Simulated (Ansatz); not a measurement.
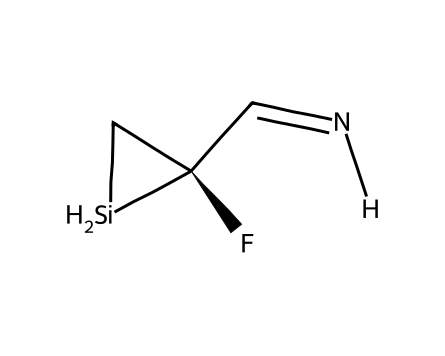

A structural formula.

> Write the SMILES.

[H]/N=C\[C@@]1(F)C[SiH2]1

> Give the formula, hydrogens included.

C3H6FNSi.

> An optimisation with PBE0-D4/def2-TZVP gave a structure of which point group?

C1.

The parts below concern this one geometry. Atoms keep their numbers from picture to picture. Computed geometry: PBE0-D4/def2-TZVP optimisation. No frequency run is at hand to confirm it as a minimum.

## Shape

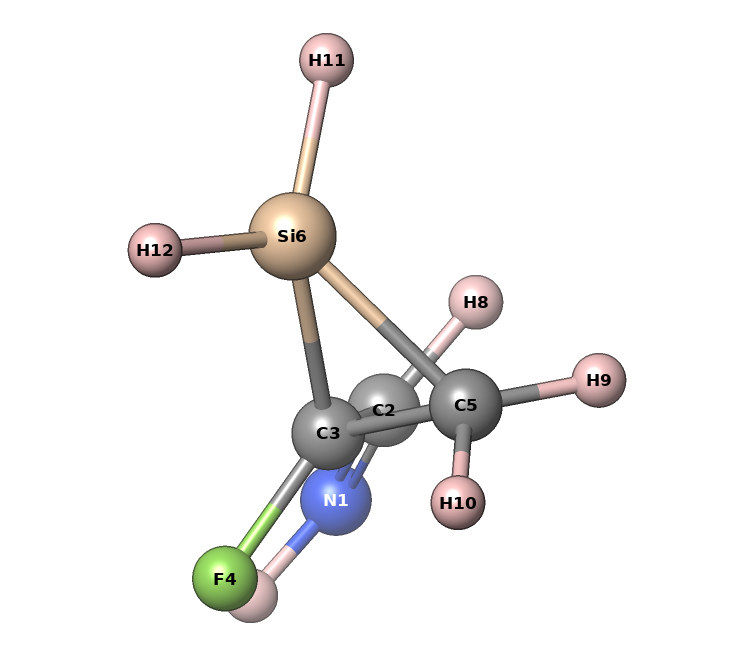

C2 lies behind C3. The molecule seen a little off the C3–C2 bond, C3 in front. Atoms fade into the background with distance from the viewer. No frequency run is at hand to confirm it as a minimum.

> What is the torsion angle Si6–C3–C2–N1? The sign is positive where the front bond must turn clockwise to cover the back bond.

−143°, anticlinal.

## Levels of theory compared

No frequency run is at hand to confirm it as a minimum. Program: Ansatz 0.2.0.

Tabulate HOMO–LUMO gap (eV) at these levels: B3LYP-D4/def2-TZVPP; PBE-D4/def2-TZVPP; PBE0-D4/def2-TZVPP; r2SCAN-D4/def2-TZVPP; ωB97M-V/def2-TZVPP; ωB97X-V/def2-TZVPP.

```
               level  HOMO–LUMO gap (eV)
 B3LYP-D4/def2-TZVPP                6.11
   PBE-D4/def2-TZVPP                4.35
  PBE0-D4/def2-TZVPP                6.53
r2SCAN-D4/def2-TZVPP                4.81
  ωB97M-V/def2-TZVPP               10.50
  ωB97X-V/def2-TZVPP               10.85
```

## Dipole moment

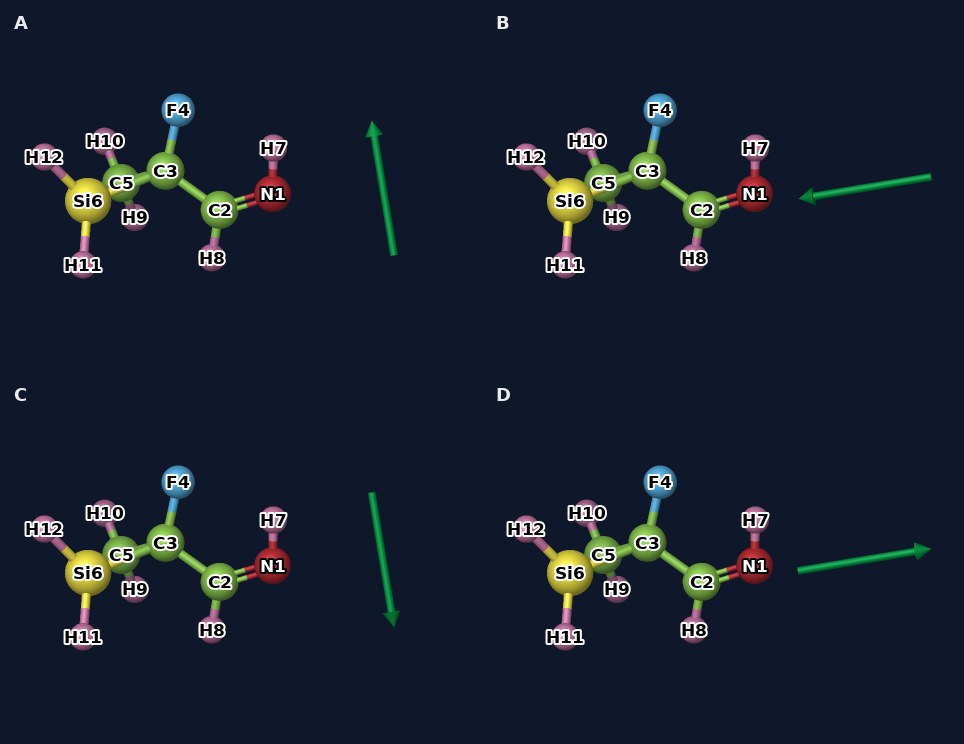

The same molecule four times, each with an arrow. No frequency run is at hand to confirm it as a minimum. Level of theory: RKS ωB97M-V/def2-TZVPP (Ansatz 0.2.0).

> Which arrow points along the dipole moment, from the negative to the positive end?

B. The dipole moment is 3.56 D; it points from the side of H7 to the side of H12 (the outermost atoms at the two ends).

## Charges

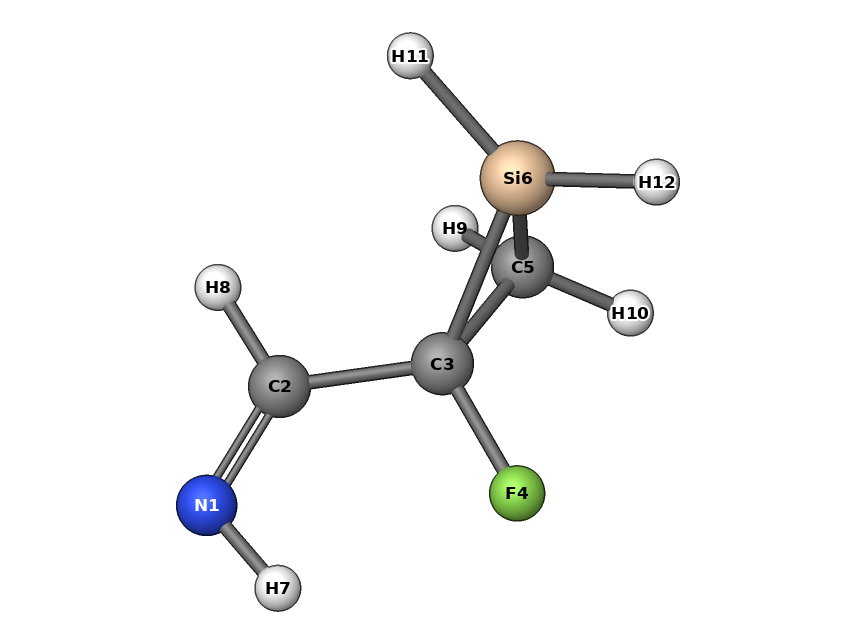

The questions are on Mulliken charges. No frequency run is at hand to confirm it as a minimum. Properties computed with RKS r2SCAN-D4/def2-TZVPP (Ansatz 0.2.0).

> Which atom carries the highest charge (most positive or least negative)?

Si6 (0.29 e).

> And the lowest?

N1 (−0.30 e).

List the Mulliken charges.

```
atom  value (e)
  N1      −0.30
  C2      −0.02
  C3       0.20
  F4      −0.23
  C5      −0.23
 Si6       0.29
  H7       0.15
  H8       0.05
  H9       0.08
 H10       0.10
 H11      −0.05
 H12      −0.04
```

Mulliken values depend strongly on the basis set and can even reverse the polarity of a bond.
